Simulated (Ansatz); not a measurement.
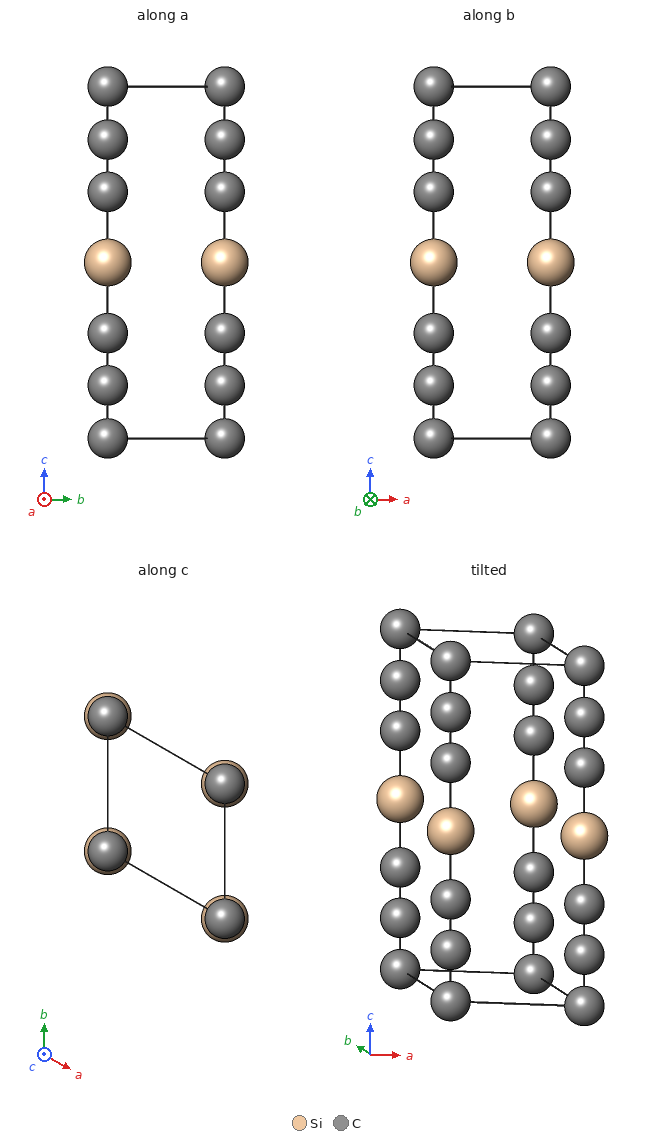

Drawn in the spheres-only manner and seen along the a axis, along the b axis, along the c axis and slightly off an axis. The parallelepiped is the conventional unit cell.

Lattice parameters: a = 3.2838 Å, b = 3.2838 Å, c = 8.5548 Å, α = 90.000°, β = 90.000°, γ = 120.000°.

Record the structure as a CIF with its space group and independent sites, with free fractional coordinates to two decimals.

```cif
data_structure
_symmetry_space_group_name_H-M 'P 6/m m m'
_symmetry_Int_Tables_number 191
_cell_length_a 3.2838
_cell_length_b 3.2838
_cell_length_c 8.5548
_cell_angle_alpha 90.000
_cell_angle_beta 90.000
_cell_angle_gamma 120.000
_cell_volume 79.89
loop_
_atom_site_label
_atom_site_type_symbol
_atom_site_symmetry_multiplicity
_atom_site_Wyckoff_symbol
_atom_site_fract_x
_atom_site_fract_y
_atom_site_fract_z
_atom_site_occupancy
Si1 Si 1 b 0.00 0.00 0.50 1
C1 C 2 e 0.00 0.00 0.85 1
C2 C 1 a 0.00 0.00 0.00 1
C3 C 2 e 0.00 0.00 0.30 1
```

Origin of the cell: a structure type filled with these elements by a generator (whether the compound takes this form wasn't checked). Earlier steps of the study may have refined or changed the cell and positions. It went into a calculation with Ansatz.
